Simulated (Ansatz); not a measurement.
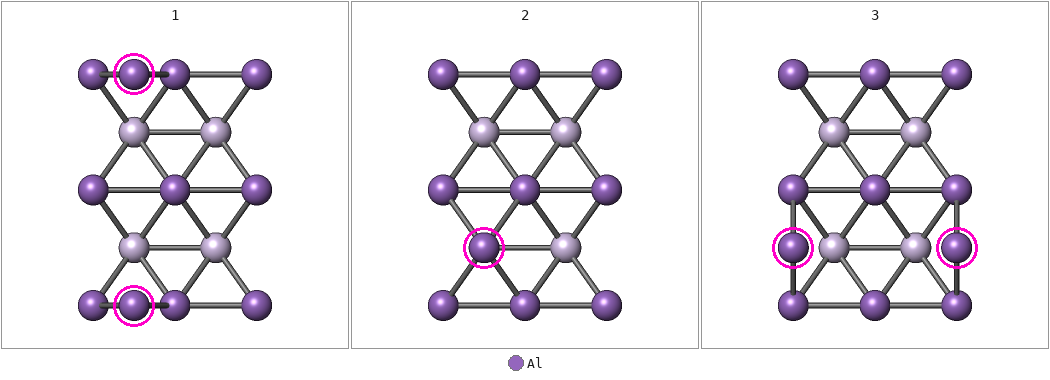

Al on an Al(110) slab cut from the Fm-3m phase, its upper half relaxed before the scan (16 atoms of substrate and one adsorbate in a 2 × 2 cell). 
- Al is moved over the surface cell; relaxed at each place: the height of the adsorbate's atoms; substrate rigid; the origin of the map has the adsorbate above Al13.
- Places are given modulo a cell vector. The map is drawn in real space over the plane of the surface.
- The scan uses a 6 × 8 grid; 20 points were computed and 28 follow by symmetry.
- Places are given in fractions of the 1 × 1 surface cell.
- Energies are in eV, from the lowest grid point.
- These are results of Ansatz 0.2.0, DFT LDA, scalar-relativistic, plane waves, PAW, not measurements. Settings: cutoff 420 eV, k-mesh 5×4×1, gaussian smearing 0.1 eV, no spin polarisation.

The numbered pictures are structures from this grid. Rings mark the moved atoms.

> Rank them by energy, lowest first.

2, at a fourfold hollow over a second-layer Al atom, (3/6, 4/8) of the cell vectors: 0.00 eV; 3, at the trough between two rows of top atoms, (0/6, 4/8) of the cell vectors: 0.43 eV; 1, at a bridge site between two Al atoms, (3/6, 0/8) of the cell vectors: 0.92 eV.

The map, with the structures marked:

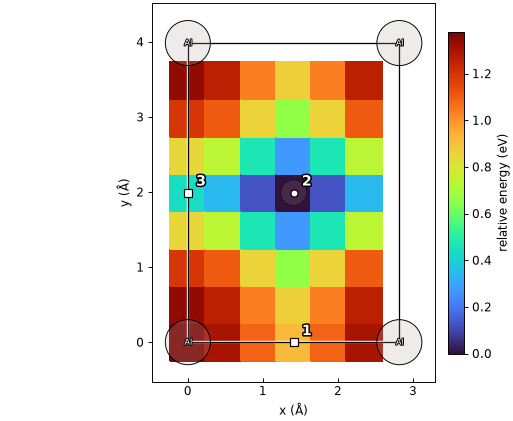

The picture shows one coloured cell a grid point, labelled circles for the atoms of the top layer and small ones for the second layer, the outline of one cell of the plane.

PAW datasets: the set soft_1.
